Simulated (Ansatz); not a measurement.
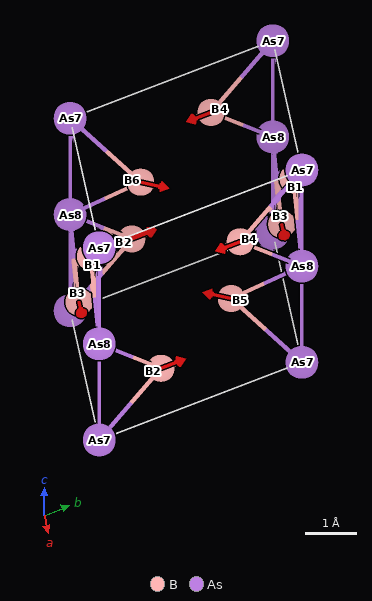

A relaxation of a crystal of B$_{3}$As (a generated structure, set up in P6_3/mcm) (coarse preliminary run). The starting structure is drawn; red arrows show the displacements (the part carried along by the change of the cell is left out), at their true length.

The picture is a ball-and-stick view of the cell of the calculation, seen from a free direction.

Computed with Ansatz 0.2.0, DFT PBE, scalar-relativistic, plane waves, PAW. Settings: plane-wave cutoff 420 eV; k-point mesh 6 × 6 × 4; occupations gaussian; smearing width 0.1 eV; no spin polarisation; cell and atoms relaxed; force threshold 0.04 eV/Å; at most 70 steps.

> Which element moves most?

Boron: up to 0.67 Å, against 0.00 Å for arsenic.

> What did the optimiser do to the structure, and how much energy did it gain?

Over 20 accepted moves (23 points after the start) the energy falls by 3051 meV per atom. Largest force component: 7.9 eV/Å at the start, 0.00034 eV/Å at the end. The pressure goes from 59.76 to 0.04 GPa. The SCF was repeated 3 times at an unchanged geometry on a basis and grid sized afresh for the cell, which shifted the energy by 195 meV per atom at most. The largest moves relative to the cell, 0.67 Å, are those of B1, B2, B3, B4, B5 and B6. B1 goes along −a. As stays in place. The drawn cell changes as follows: a = b 4.955 → 3.434 Å (−30.7 %), c 4.403 → 7.935 Å (+80.2 %); the volume changes by −13.4 %. Near-neighbour distances that change, for instance: As7–As8 2.201 → 3.967 Å, B1–B4 2.991 → 1.717 Å, B1–As7 3.617 → 2.624 Å, B1–As7 (another image) 1.868 → 2.623 Å. Bonds break, among them: As7–As8 (2.20 → 3.97 Å). The space group (tolerance 0.01 Å) goes from P6_3/mcm (No. 193) to P6/mmm (No. 191). Cost: 3.8 min on 1 thread of Intel(R) Xeon(R) Processor @ 2.50GHz (Skylake/Cascade Lake), with other jobs on the host, peak memory 0.41 GiB.
